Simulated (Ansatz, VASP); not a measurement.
**NbSi: VASP beside Ansatz**

Aim: how closely do two programs agree when they are given the same cell, functional and k mesh? The cell is invented: As first built, before any earlier steps moved the atoms: it takes the WC structure with all of its atoms replaced by other elements, volume scaled by an estimate. It may not be a known or stable phase. The cell comes out of the VASP series on this material, whose earlier steps may have relaxed, scaled or displaced it; both programs get it as it stands.

Calculated with Ansatz 0.2.0; plane waves, with VASP 6.6.1 beside it; relaxation of cell and atoms at PBE.

### 1. Set-up

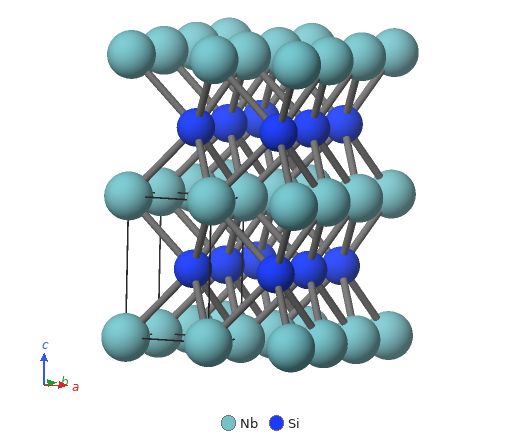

The starting structure, seen slightly off an axis (niobium teal, silicon blue). 2×3×2 cells are drawn. Bonds to atoms that aren't drawn are left out. Some periodic images of atoms are drawn too.

### 2. Ansatz: relaxation of cell and atoms, PBE

Ansatz runs on its default PAW (the set named soft_2) files.

The relaxed volume is the usual yardstick between codes: its relative difference is about their pressure difference at one cell divided by the bulk modulus.

File input.yaml:

```yaml
crystal:
  lattice:
    - [3.1463446319, -5.41e-08, 0.0]
    - [-1.5731729312, 2.7248149041, 0.0]
    - [0.0, 0.0, 3.7532883937]
  atoms:
    - { symbol: Nb, position: [0.0, 0.0, 0.0] }
    - { symbol: Si, position: [0.66666667, 0.33333333, 0.5] }
hamiltonian:
  xc: pbe
  pseudopotentials: { kind: paw }
kpoints:
  mp_grid: { grid: [10, 10, 7] }
scf:
  occupations: { method: fermi_dirac, width: 0.05 }
relax:
  f_tol: 0.01
  max_steps: 60
  cell: { stress_tol: 0.05 }
output:
  forces: true
  stress: true
  write_density: true
  write_potential: true
  elf: true
  volumetric_format: npy
```

Command:

```bash
$ ansatz run input.yaml --threads 4 --pin off --max-ram 9216MiB --backend cpu --events-out ev --progress --plain --runs-dir out
```

Numbers of over 12 decimals in the logs are rounded to 6 here.

The log of the run:

```text
Warning: the atoms were moved onto the symmetric positions of the space group found under crystal.symmetry.tolerance 1.0e-5 (fractional; no operation is sought that the atoms, as they stand in a round, miss by more than twice it, and no atom is moved by as much as it), and the run uses the moved positions. Before a round's move an operation carried an atom to 1.57e-8 Å from where it should land, the largest such dist [...]
Engine: ansatz 0.2.0, aarch64-unknown-linux-gnu
Pseudopotentials: kind: paw
Pseudopotential: Nb, paw, valence charge 13, recommended cutoff 420 eV (normal), Nb.paw.azcp
Pseudopotential: Si, paw, valence charge 4, recommended cutoff 420 eV (normal), Si.paw.azcp
Functional definition: PBE
  parameter kappa = 0.804
  parameter beta = 0.066725
  exchange = pbe_x(kappa = kappa, mu = beta*pi^2/3)
  correlation = pbe_c(beta = beta)
Crystal: 2 atoms, lattice volume = 32.178 Å³
Basis set: ecut = 420 eV, 613 PW (Γ), exchange–correlation on 48×48×54 points (8 copies of the dense FFT grid, shifted against one another)
Bands: 13, of which v1, the nominal top of the filled ones, is band 9 counted from 1 (8 counted from 0)
Symmetry: 12 space group operations
Space group: P-6m2 (ITA 187), of the structure as read, at distance tolerance 3.2e-5 Å
k-points: 56 of 700 (time reversal used)
Non-local potential: Nb, projectors of the file, l = 0: 3, l = 1: 2, l = 2: 2, l = 3: 1
Non-local potential: Si, projectors of the file, l = 0: 2, l = 1: 2, l = 2: 2
PAW form: soft (Blöchl's): semilocal exchange-correlation on the pseudo side does not see the compensation charge
PAW one-centre angular grid: Nb, 590 points (default); XC on 64 Gauss nodes
PAW one-centre angular grid: Si, 110 points (default); XC on 64 Gauss nodes
Initial density: superposition of atomic densities (neutral atoms: chi_scale 0, normalization atom), corrected by the library's trained network
Initial wavefunctions: pseudopotential atomic-orbital guess
Functional: x = pbe(κ = 0.804, μ = 0.219515), c = pbe(β = 0.066725)
SCF iter   1: F=—  HF=-5188.684810 eV  |F-HF|=—  |Δ(HF+E_count)|=         —  Δρ=5.43e-3  dr2=6.80e-3  ethr=1.77e-3  ⟨swp⟩=5.1  Hψ=4394  notcnv=0
preconditioner: auto → none  [metal: Δε(μ)=0.029 eV  Ē_g=7.215 eV  σ=0.050 eV  W_gap=0.14  n_scr=8 (ndim 8)  ℏωp=19.6 eV  f_vac=0.000  D(μ)=2.03/eV (n_scr^D=22)  sad-step TF]
SCF iter   2: F=—  HF=-5188.684591 eV  |F-HF|=—  |Δ(HF+E_count)|=   2.18e-4  Δρ=3.26e-3  dr2=2.87e-3  ethr=4.00e-5  ⟨swp⟩=1.0  Hψ=1176  notcnv=0
SCF iter   3: F=—  HF=-5188.684445 eV  |F-HF|=—  |Δ(HF+E_count)|=   1.46e-4  Δρ=1.98e-4  dr2=7.58e-6  ethr=1.69e-5  ⟨swp⟩=2.3  Hψ=1002  notcnv=0
SCF iter   4: F=—  HF=-5188.684456 eV  |F-HF|=—  |Δ(HF+E_count)|=   1.12e-5  Δρ=6.35e-5  dr2=1.20e-6  ethr=4.46e-8  ⟨swp⟩=2.1  Hψ=1198  notcnv=0
iter 5 did not close the SCF: its close was put off for the readings that it lacked (scf_convergence_deferred on its scf_iter line)
SCF iter   5: F=-5188.684456 eV  HF=-5188.684456 eV  |F-HF|=1.07e-8  |Δ(HF+E_count)|=   1.34e-7  Δρ=1.74e-5  dr2=6.84e-8  ethr=7.03e-9  ⟨swp⟩=2.8  Hψ=1180  notcnv=0
SCF iter   6: F=-5188.684456 eV  HF=-5188.684456 eV  |F-HF|=8.18e-10  |Δ(HF+E_count)|=   1.23e-8  Δρ=2.89e-6  dr2=9.19e-10  ethr=4.02e-10  ⟨swp⟩=5.1  Hψ=3923  notcnv=0
SCF 1 converged in 6 iterations: F = -5188.684456 eV  dr2 = 9.19e-10
  greatest PAW one-centre occupation: 0.998 electrons in one spin orbital (limit 2), on the Nb atom at site 0 (counted from 0), in its partial waves of l = 0
relax step   1: F+E_penalty+E_count = -5188.68445631 eV  Δ(F+E_penalty+E_count) = +0.000e0 eV  max|allowed force component| = 4.163e-17 eV/Å  Δτ_max = 0.0000 Å  P = +5.006 GPa  Ω = 32.178 Å³  (6 SCF iters, dr2 threshold 1.00e-7 eV, accepted)
[... from here on, the SCF cycles and remarks between the steps are left out ...]
relax step   2: F+E_penalty+E_count = -5188.74371985 eV  Δ(F+E_penalty+E_count) = -5.926e-2 eV  max|allowed force component| = 1.388e-17 eV/Å  Δτ_max = 0.0000 Å  P = -1.283 GPa  Ω = 32.986 Å³  energy of the carried Pulay correction = -1.391e-4 eV  (6 SCF iters, dr2 threshold 2.00e-7 eV, accepted)
relax step   3: F+E_penalty+E_count = -5188.75511221 eV  Δ(F+E_penalty+E_count) = -1.139e-2 eV  max|allowed force component| = 4.626e-17 eV/Å  Δτ_max = 0.0000 Å  P = +3.226 GPa  Ω = 31.713 Å³  energy of the carried Pulay correction = +9.867e-5 eV  (6 SCF iters, dr2 threshold 2.00e-7 eV, accepted)
relax step   4: F+E_penalty+E_count = -5188.76219350 eV  Δ(F+E_penalty+E_count) = -7.081e-3 eV  max|allowed force component| = 3.932e-17 eV/Å  Δτ_max = 0.0000 Å  P = -0.132 GPa  Ω = 32.516 Å³  energy of the carried Pulay correction = -5.107e-5 eV  (6 SCF iters, dr2 threshold 2.00e-7 eV, accepted)
relax step   5: F+E_penalty+E_count = -5188.75974725 eV  Δ(F+E_penalty+E_count) = +2.446e-3 eV  max|allowed force component| = 6.476e-17 eV/Å  Δτ_max = 0.0000 Å  P = -1.768 GPa  Ω = 32.637 Å³  energy of the carried Pulay correction = -6.932e-5 eV  (6 SCF iters, dr2 threshold 2.00e-7 eV, rejected (line search))
relax step   6: F+E_penalty+E_count = -5188.76439640 eV  Δ(F+E_penalty+E_count) = -2.203e-3 eV  max|allowed force component| = 3.701e-17 eV/Å  Δτ_max = 0.0000 Å  P = -0.055 GPa  Ω = 32.411 Å³  energy of the carried Pulay correction = -3.064e-5 eV  (7 SCF iters, accepted)
relax step   7: F+E_penalty+E_count = -5188.76440718 eV  Δ(F+E_penalty+E_count) = -1.078e-5 eV  max|allowed force component| = 6.476e-17 eV/Å  Δτ_max = 0.0000 Å  P = +0.000 GPa  Ω = 32.396 Å³  energy of the carried Pulay correction = -2.776e-5 eV  (6 SCF iters, accepted)
relax step   8: F+E_penalty+E_count = -5188.76479589 eV  Δ(F+E_penalty+E_count) = -3.887e-4 eV  max|allowed force component| = 4.626e-17 eV/Å  Δτ_max = 0.0000 Å  P = +0.017 GPa  Ω = 32.396 Å³  stress off target by 5.10e-2 GPa  SCF on the basis re-selected at this cell (its energy is not comparable with the rows above)  (6 SCF iters)
relax step   9: F+E_penalty+E_count = -5188.76479686 eV  Δ(F+E_penalty+E_count) = -9.718e-7 eV  max|allowed force component| = 3.932e-17 eV/Å  Δτ_max = 0.0000 Å  P = +0.001 GPa  Ω = 32.397 Å³  energy of the carried Pulay correction = -2.492e-7 eV  (6 SCF iters, accepted)
relax step  10: F+E_penalty+E_count = -5188.76479636 eV  Δ(F+E_penalty+E_count) = +5.006e-7 eV  max|allowed force component| = 3.932e-17 eV/Å  Δτ_max = 0.0000 Å  P = +0.001 GPa  Ω = 32.397 Å³  stress off target by 1.79e-3 GPa  SCF on the basis re-selected at this cell (its energy is not comparable with the rows above)  (7 SCF iters)
basis re-selected at this cell: Δ(F+E_penalty+E_count) = +5.006e-7 eV, ΔP = -0.000 GPa vs the last step (what re-selecting the basis moved, of the pressure what is left beyond the Pulay correction that the steps carried, after the strain that the cell walked since its last selection, with what the two solves' SCF thresholds leave and, on support functions, any second-order correction that the steps lacked; it is no m [...]
SCF converged after 7 iterations
Free energy (F): -5188.764796 eV
Harris-Foulkes:  -5188.764796 eV  (|F-HF|=1.82e-12)
Internal energy: -5188.757117 eV  (E = F + TS)
E sigma→0 (E₀):  -5188.760957 eV
Entropy (-TS):   -0.007679 eV (-3.840 meV/atom)
Fermi energy:    14.548837 eV
--- Per-component energies (eV) ---
  E_band       = -78.895390
  E_kinetic    = 436.021340
  E_local      = -915.464983  (includes V_loc(G=0)·N_el)
  E_nonlocal   = 144.566419
  E_hartree    = 313.343546
  E_xc         = -231.866453
  E_vxc        = -261.245331  (∫ρ·V_xc dr)
  E_paw        = -3585.731989  (= ΣΔE_a)
  E_vpaw       = -109.459939  (= ΣTr[D̂ρ^β])
  E_aug_tail   = 0.000013  (compensation charges beyond the density's cutoff)
  E_ewald      = -1349.625011
  E_smearing   = -0.007679  (= −TS)
  E_closure    = -0.000000  (closes the sum)
  Σ components = -5188.764796   (vs F -5188.764796, Δ=0.00e0)
--- Forces (eV/Å), atoms counted from 1 ---
  atom   1  Nb     0.00000000     0.00000000     0.00000000
  atom   2  Si     0.00000000     0.00000000     0.00000000
  max |Σ_I F_I| component: 1.43e-16 eV/Å
--- Stress (GPa, compression-positive) ---
        0.000071       0.000000      -0.000000
        0.000000       0.000071      -0.000000
       -0.000000      -0.000000       0.001794
  P = ⅓ Tr σ = 0.0006 GPa (0.006 kbar)
--- Band table (eV; the first three rows and the last of 56) ---
  k-point 0: bands = [... 5 lower, 11.3157, 13.1695, 14.5365, 14.5365, 16.8552, 16.8552, 21.7612, 22.0361]
  k-point 1: bands = [... 5 lower, 10.7776, 13.3478, 14.5802, 14.5802, 16.6695, 16.6695, 22.1345, 22.1345]
  k-point 2: bands = [... 5 lower, 9.6483, 13.6659, 14.6849, 14.6849, 16.3081, 16.3081, 21.9964, 21.9964]
  k-point 55: bands = [... 5 lower, 10.2989, 11.8980, 12.3367, 13.9744, 16.0118, 18.6482, 19.1288, 20.4257]
--- Relaxed structure (8 steps of the walk, 7 accepted, 2 SCFs on fresh bases) ---
  F+E_penalty+E_count = -5188.76479636 eV   max|allowed force component| = 3.932e-17 eV/Å   (the final SCF, on the basis selected at the relaxed cell)
  cell:  # Å, volume = 32.3968 Å³
    - [3.036025, 3.166583167030459e-7, 0]
    - [-1.518013, 2.629274, 0]
    - [0, 0, 4.058451]
  atoms:
    - { symbol: Nb, position: [1.8503717008154225e-17, -1.8503717008154228e-17, 0.0] }
    - { symbol: Si, position: [0.666667, 0.333333, 0.5] }
```

Wall time 5.8 s (4 threads of Arm Neoverse V2, shared host); peak memory 0.34 GiB.

### 3. VASP: relaxation of cell and atoms, PBE

The same cell, functional, mesh and smearing now go to VASP, with its own data sets and cutoff.

Lines of VASP's logs that name or quote its potential files are left out, and so is its time.

File INCAR:

```
SYSTEM = NbSi
PREC = Accurate
ENCUT = 400
EDIFF = 1E-06
NELM = 100
ISMEAR = -1
SIGMA = 0.05
LREAL = .FALSE.
ALGO = Normal
GGA = PE
LORBIT = 11
LWAVE = .FALSE.
LCHARG = .FALSE.
KPAR = 4
IBRION = 2
NSW = 60
ISIF = 3
EDIFFG = -0.01
```

File POSCAR:

```
NbSi
1.0
    3.1463446319     -0.0000000541      0.0000000000
   -1.5731729312      2.7248149041      0.0000000000
    0.0000000000      0.0000000000      3.7532883937
Nb Si
1 1
Direct
    0.0000000000      0.0000000000      0.0000000000
    0.6666666700      0.3333333300      0.5000000000
```

File KPOINTS:

```
Automatic mesh
0
Gamma
10 10 7
0 0 0
```

Potentials, in the order of the species: Nb_sv and Si (PBE family, release 64).

Command:

```bash
$ mpirun -np 4 vasp_std
```

The log of the run:

```text
[banner, memory and clock lines left out]
running    4 mpi-ranks, on    1 nodes
 distrk:  each k-point on    1 cores,    4 groups
 distr:  one band on    1 cores,    1 groups

 POSCAR found type information on POSCAR NbSi
 POSCAR found :  2 types and       2 ions
 LDA part: xc-table for (Slater+PW92), standard interpolation
 POSCAR, INCAR and KPOINTS ok, starting setup
 FFT: planning ... GRIDC
 FFT: planning ... GRID_SOFT
 FFT: planning ... GRID
 WAVECAR not read
 entering main loop
       N       E                     dE             d eps       ncg     rms          rms(c)
DAV:   1     0.106430387795E+03    0.10643E+03   -0.75671E+03  1352   0.109E+03
DAV:   2    -0.114043039754E+02   -0.11783E+03   -0.11354E+03  1636   0.379E+02
DAV:   3    -0.169197174660E+02   -0.55154E+01   -0.52643E+01  2124   0.633E+01
DAV:   4    -0.171220733290E+02   -0.20236E+00   -0.20126E+00  1840   0.129E+01
DAV:   5    -0.171306395807E+02   -0.85663E-02   -0.85635E-02  2276   0.240E+00    0.874E+00
DAV:   6    -0.162695786928E+02    0.86106E+00   -0.33839E+00  2176   0.174E+01    0.291E+00
DAV:   7    -0.162391427575E+02    0.30436E-01   -0.14453E-01  1632   0.315E+00    0.162E+00
DAV:   8    -0.162317163288E+02    0.74264E-02   -0.42497E-02  2028   0.197E+00    0.370E-01
DAV:   9    -0.162320684971E+02   -0.35217E-03   -0.60213E-03  1952   0.698E-01    0.154E-01
DAV:  10    -0.162321321528E+02   -0.63656E-04   -0.66058E-04  1968   0.287E-01    0.540E-02
DAV:  11    -0.162321178298E+02    0.14323E-04   -0.40094E-05  1996   0.692E-02    0.132E-02
DAV:  12    -0.162321183506E+02   -0.52083E-06   -0.16675E-06  1312   0.184E-02
   1 F= -.16232118E+02 E0= -.16224372E+02  d E =-.162321E+02
[... from here on, the cycles between the ionic steps are left out ...]
   2 F= -.16245138E+02 E0= -.16239590E+02  d E =-.130192E-01
   3 F= -.16264105E+02 E0= -.16258188E+02  d E =-.319869E-01
   4 F= -.16291635E+02 E0= -.16285838E+02  d E =-.275299E-01
   5 F= -.16308943E+02 E0= -.16305270E+02  d E =-.448378E-01
   6 F= -.16309108E+02 E0= -.16305101E+02  d E =-.450031E-01
   7 F= -.16309243E+02 E0= -.16305383E+02  d E =-.451382E-01
   8 F= -.16309211E+02 E0= -.16305415E+02  d E =-.451055E-01
   9 F= -.16309176E+02 E0= -.16305336E+02  d E =0.343326E-04
  10 F= -.16309241E+02 E0= -.16305427E+02  d E =-.301213E-04
 curvature:  -0.24 expect dE=-0.307E-05 dE for cont linesearch -0.921E-08
 trial: gam= 0.11432 g(F)=  0.343E-45 g(S)=  0.130E-04 ort =-0.229E-05 (trialstep = 0.100E+01)
 search vector abs. value=  0.142E-04
 bond charge predicted
       N       E                     dE             d eps       ncg     rms          rms(c)
DAV:   1    -0.163092963108E+02   -0.55894E-04   -0.19656E-03  1348   0.516E-01    0.348E-02
DAV:   2    -0.163092598228E+02    0.36488E-04   -0.97116E-05  1724   0.106E-01    0.171E-02
DAV:   3    -0.163092529848E+02    0.68380E-05   -0.13776E-05  1928   0.383E-02    0.543E-03
DAV:   4    -0.163092524965E+02    0.48831E-06   -0.18745E-06  1240   0.148E-02
  11 F= -.16309252E+02 E0= -.16305414E+02  d E =-.115980E-04
 trial-energy change:   -0.000012  1 .order   -0.000010   -0.000013   -0.000006
 step:   1.9646(harm=  1.9646)  dis= 0.00000  next Energy=   -16.309253 (dE=-0.125E-04)
 reached required accuracy - stopping structural energy minimisation
```

From OUTCAR (step 3):

```text
ion  position               nearest neighbor table
   1  0.000  0.000  0.000-   2 2.61   2 2.61   2 2.61   2 2.61   2 2.61   2 2.61
   2  0.667  0.333  0.500-   1 2.61   1 2.61   1 2.61   1 2.61   1 2.61   1 2.61

  LATTYP: Found a hexagonal cell.
 ALAT       =     3.1463446319
 C/A-ratio  =     1.1929044122

 Subroutine GETGRP returns: Found 12 space group operations
 (whereof 12 operations were pure point group operations)

The static configuration has the point symmetry D_3h.

 Found     56 irreducible k-points:

   k-points           NKPTS =     56   k-points in BZ     NKDIM =     56   number of bands    NBANDS=     12

   dimension x,y,z NGX =    24 NGY =   24 NGZ =   24
   dimension x,y,z NGXF=    48 NGYF=   48 NGZF=   48

   ENCUT  =  400.0 eV  29.40 Ry    5.42 a.u.   5.13  5.13  6.12*2*pi/ulx,y,z

   NELECT =      17.0000    total number of electrons

 k-points in reciprocal lattice and weights: Automatic mesh
   0.00000000  0.00000000  0.00000000       0.001
   0.10000000 -0.00000000  0.00000000       0.009
   0.20000000 -0.00000000  0.00000000       0.009
   0.30000000  0.00000000  0.00000000       0.009
   0.40000000 -0.00000000  0.00000000       0.009
   0.50000000 -0.00000000  0.00000000       0.004
   0.10000000  0.10000000  0.00000000       0.009
   0.20000000  0.10000000  0.00000000       0.017
   0.30000000  0.10000000  0.00000000       0.017
[...]
0.40000000  0.20000000  0.42857143       0.017
   0.30000000  0.30000000  0.42857143       0.017

 average (electrostatic) potential at core
       1 -77.7461       2 -78.5564

 E-fermi :  10.6838

 k-point     1 :       0.0000    0.0000    0.0000
  band No.  band energies     occupation
    ...
      5      -0.4047      2.00000
      6       7.4431      2.00000
      7       9.3103      2.00000
      8      10.6732      1.10619
      9      10.6732      1.10614
     10      12.9993      0.00000
     11      12.9993      0.00000
     12      18.1940      0.00000

 k-point     2 :       0.1000   -0.0000    0.0000
  band No.  band energies     occupation
    ...
      4     -19.6401      2.00000
      5      -0.1774      2.00000
      6       7.6942      2.00000
      7       8.9967      2.00000
      8      10.2722      1.99947
      9      10.9277      0.01511
     10      12.8723      0.00000
     11      13.3695      0.00000
     12      16.5977      0.00000

 k-point     3 :       0.2000   -0.0000    0.0000
  band No.  band energies     occupation
    ...
      4     -19.6872      2.00000
      5       0.4826      2.00000
      6       8.1883      2.00000
      7       8.3586      2.00000
      8       9.4637      2.00000
      9      11.6427      0.00000
     10      12.5620      0.00000
     11      14.1167      0.00000
     12      14.5588      0.00000

  Total        0.0008703      0.0008703     -0.0119503     -0.0000000     -0.0000000     -0.0000000
  in kB        0.0431739      0.0431739     -0.5928316     -0.0000000     -0.0000000     -0.0000000
  external PRESSURE =      -0.1688280 kB  Pullay stress =       0.0000000 kB

  energy-cutoff  :      400.00
  volume of cell :       32.30
      direct lattice vectors                 reciprocal lattice vectors
     3.033560142 -0.000000024  0.000000000     0.329645683  0.190321062 -0.000000000
    -1.516780640  2.627140602 -0.000000000     0.000000003  0.380641982  0.000000000
     0.000000000 -0.000000000  4.052505253    -0.000000000  0.000000000  0.246760939

 POSITION                                       TOTAL-FORCE (eV/Angst)
 -----------------------------------------------------------------------------------
      3.03356     -0.00000      0.00000        -0.000000     -0.000000      0.000000
      1.51678      0.87571      2.02625         0.000000      0.000000     -0.000000
 -----------------------------------------------------------------------------------
    total drift:                               -0.000005     -0.000003     -0.000000

  FREE ENERGIE OF THE ION-ELECTRON SYSTEM (eV)
  ---------------------------------------------------
  free  energy   TOTEN  =       -16.3092524965 eV

  energy  without entropy=      -16.3015747463  energy(sigma->0) =      -16.30541362

 reached required accuracy - stopping structural energy minimisation

 total charge
# of ion       s       p       d       tot
------------------------------------------
    1        2.174   6.028   2.487  10.690
    2        0.782   0.849   0.000   1.631
--------------------------------------------------
tot          2.956   6.877   2.487  12.321

[... 3 further parts left out ...]
```

CONTCAR:

```
NbSi
   1.00000000000000
     3.0335601418180254   -0.0000000243231962    0.0000000000000000
    -1.5167806399966326    2.6271406016649919   -0.0000000000000000
     0.0000000000000000   -0.0000000000000000    4.0525052525205139
  Nb              Si
     1     1
Direct
     1.0000000000000000    0.0000000000000000    0.0000000000000000
     0.6666666699999979    0.3333333300000021    0.5000000000000000
```

### 4. Side by side

Known differences besides the PAW data sets themselves: both relaxations stop at a tolerance, which leaves soft axes loose, and VASP keeps its plane-wave basis; the cutoff is 420 eV in Ansatz and 400 eV in VASP; VASP leaves aspherical gradient terms in its spheres out (LASPH is not set), Ansatz keeps them; Ansatz adds a Pulay correction to the stress that steers its cell, VASP none. Total energies have different zeros and are not compared.

Compared:

```csv
quantity,Ansatz,VASP,difference
volume (Å³),32.40,32.30,+0.31 %
"edge a after relaxation, in the typed setting (Å)",3.036,3.034,+0.08 %
"edge c after relaxation, in the typed setting (Å)",4.059,4.053,+0.15 %
```

The walks stopped with 0.00 GPa left in Ansatz and -0.02 GPa in VASP; each walk ends within a tolerance, so the volume difference is uncertain by about these residues over the bulk modulus, most in soft cells.

### 5. Outcome

| Item | Value |
| --- | --- |
| difference in volume (relaxation of cell and atoms, PBE) | 0.31 % |

In words: The difference in volume is 0.31 % (relaxation of cell and atoms, PBE), within the 1.2 % picked in this series as the mark of a large difference, as far as the stopping tolerances let one tell. Differences of this kind measure data sets and numerical settings, not the functional's error against experiment.

[Lines on the potential files, build, host, timing and source positions are cut from VASP's logs without a mark.]

[Logs are printed without paths, hosts, clocks, repeated set-up lines and the standing remarks that a program may print on its own settings, such as how far it seeks lower states.]

[Hosts, paths, dates, database ids (printed as entryN), source tags and the programs' standing remarks are cut or masked in the printed files.]
